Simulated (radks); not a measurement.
Run report: Te, atomic calculation

- system: atomic tellurium (Te) in the configuration [Kr] 4d10 5s2 5p4 (open shells shared over both j by 2j + 1).
- method: Dirac Kohn-Sham, BLYP, spin-unpolarised, spherical densities, finite nucleus (the in-house radial solver radks)

Log:
```
1s1/2   1   2.0000       -1161.61163815
2s1/2   1   2.0000        -178.07334246
2p1/2   1   2.0000        -166.86140926
2p3/2   1   4.0000        -156.76945225
3s1/2   1   2.0000         -35.42349229
3p1/2   1   2.0000         -30.81161173
3p3/2   1   4.0000         -28.93120389
3d3/2   1   4.0000         -20.78907290
3d5/2   1   6.0000         -20.39578688
4s1/2   1   2.0000          -6.02383818
4p1/2   1   2.0000          -4.43864208
4p3/2   1   4.0000          -4.08056083
4d3/2   1   4.0000          -1.55296082
4d5/2   1   6.0000          -1.49896559
5s1/2   1   2.0000          -0.55035968
5p1/2   1   1.3333          -0.23328835
5p3/2   1   2.6667          -0.20389851
Etot -6797.25096760125
Ekin 7188.363591230134
Encl -16511.166214054596
Eh 2702.2622992122024
Exc -176.71064398899017
err 3.172324496139895e-09
it 14
```

Slater integrals of the outer shells (hartree):

| integral | value |
| --- | --- |
| F0(5p3/2,5p3/2) | 0.3321 |
| F2(5p3/2,5p3/2) | 0.1737 |
| F0(5p3/2,5p1/2) | 0.3405 |
| F2(5p3/2,5p1/2) | 0.1779 |
| G0(5p3/2,5p1/2) | 0.3387 |
| G2(5p3/2,5p1/2) | 0.1775 |
| F0(5p3/2,5s1/2) | 0.3720 |
| G1(5p3/2,5s1/2) | 0.2328 |

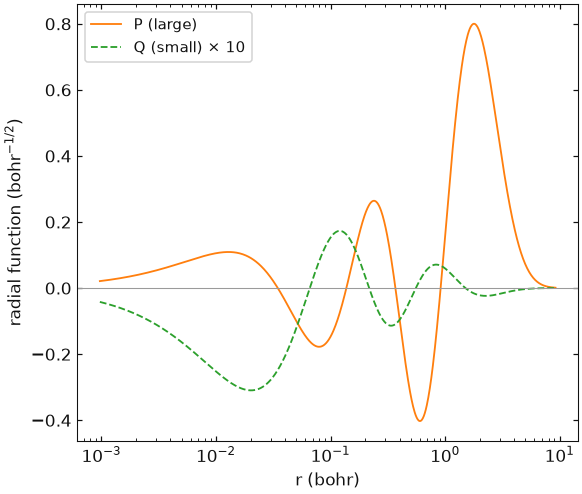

*The large and small radial components of one occupied spinor.*

It is 5s1/2. The spinor has κ = −1: the large component has l = 0 and 4 radial nodes (r = 0.0346, 0.137, 0.368 and 0.914 bohr), the small one has l = 1. The small component carries 0.010 % of the norm; ⟨r⟩ = 2.08 bohr and the eigenvalue is −15.0 eV. The nodes of P give n − l − 1 and its extent picks the shell; Q has as many nodes as P for κ < 0 and one more for κ > 0.

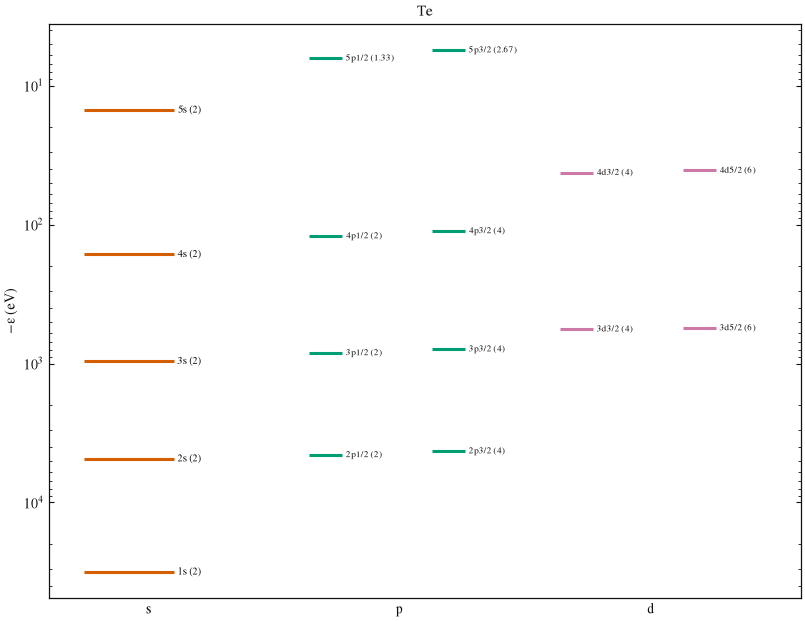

*All occupied levels, on a logarithmic scale of binding energy, are drawn by angular momentum (occupations in brackets, the lower j at the left of each column).*

The highest occupied level is 5p3/2 at −5.55 eV. The highest 3 occupied levels, from the top down, are 5p3/2 (−5.55 eV), 5p1/2 (−6.35 eV), 5s (−15.0 eV). Spin-orbit splittings: 5p 0.800 eV, 4d 1.47 eV, 4p 9.74 eV, 3d 10.7 eV.

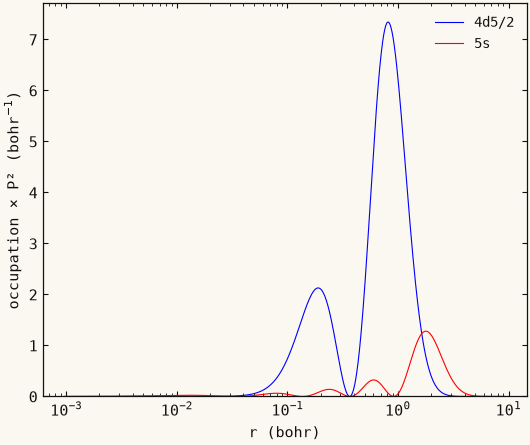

*The radial probability densities P² (large components) of 5s and 4d5/2, each times its occupation.*

4d5/2: outer maximum at 0.815 bohr, ⟨r⟩ = 0.978 bohr, 1 node, eigenvalue −40.8 eV; 5s: outer maximum at 1.79 bohr, ⟨r⟩ = 2.08 bohr, 4 nodes, eigenvalue −15.0 eV.

Input file:
```
Z 52
configuration [Kr] 4d10 5s2 5p4
relativity Dirac
functional b88,lyp
spin unpolarised
j_filling average
nucleus finite rms 4.7423 fm
c 137.035999084
max_iterations 90
```

Energies in input and log are in hartree, lengths in bohr (the nuclear radius in fm).

The run was one of a batch that the task file lists, launched with:
```bash
python <driver script> task.json out
```

Key numbers:

| quantity | value |
| --- | --- |
| outcome | converged |
| total energy | −6797.2510 hartree |
| kinetic energy | 7188.3636 hartree |
| electron–nucleus energy | −16511.1662 hartree |
| Hartree energy | 2702.2623 hartree |
| exchange–correlation energy | −176.710644 hartree |
| radius at density 0.001 e/bohr³ | 4.64 bohr |
| SCF iterations | 14 |
| hardware | 1 thread of Arm Neoverse V1, 23 GiB of memory available, shared host |
